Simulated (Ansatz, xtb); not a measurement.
Breaking the C1–I2 bond in CH3I (SMILES CI) (multiplicity 1 held, fragments rigid). Energies count from the point at 2.156 Å.
Geometry at that point (charge 0, multiplicity 1):
```xyz
5

C     -1.827    -0.036    -0.041
I      0.329     0.007     0.007
H     -2.120    -0.844    -0.702
H     -2.171    -0.208     0.972
H     -2.162     0.924    -0.416
```

Unrestricted levels (U-) break spin symmetry where that is lower. Active spaces are followed from a long bond inwards. Curves can end on different states.

Correlated levels freeze the cores. Filled d and f shells under p-block atoms count as core.

Programs: Ansatz (an electronic-structure program) with Gaussian orbitals; xtb for the GFN methods. Each number belongs to the level named beside it. In def2 rows elements past Kr take small-core potentials, without spin–orbit coupling. The GFN methods have no spin term and hold the electronic entropy of 300 K.

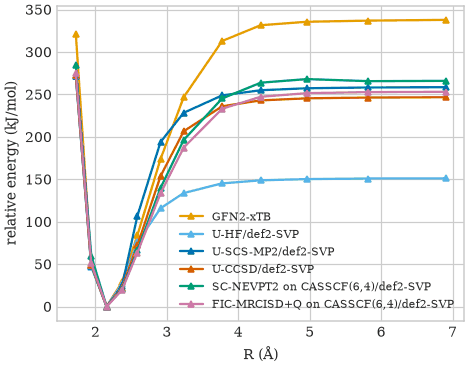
*Relative energy along the coordinate*

Task: Read off the U-HF/def2-SVP curve at R = 4.313.

Result: about 150 kJ/mol

Doubts at one or more of the structures used: a spin-contaminated determinant (U-HF/def2-SVP, U-SCS-MP2/def2-SVP, U-CCSD/def2-SVP); T1 above 0.05 (U-CCSD/def2-SVP); the program's own flag: other amplitudes (U-CCSD/def2-SVP); active orbitals that take no part (SC-NEVPT2 on CASSCF(6,4)/def2-SVP, FIC-MRCISD+Q on CASSCF(6,4)/def2-SVP).
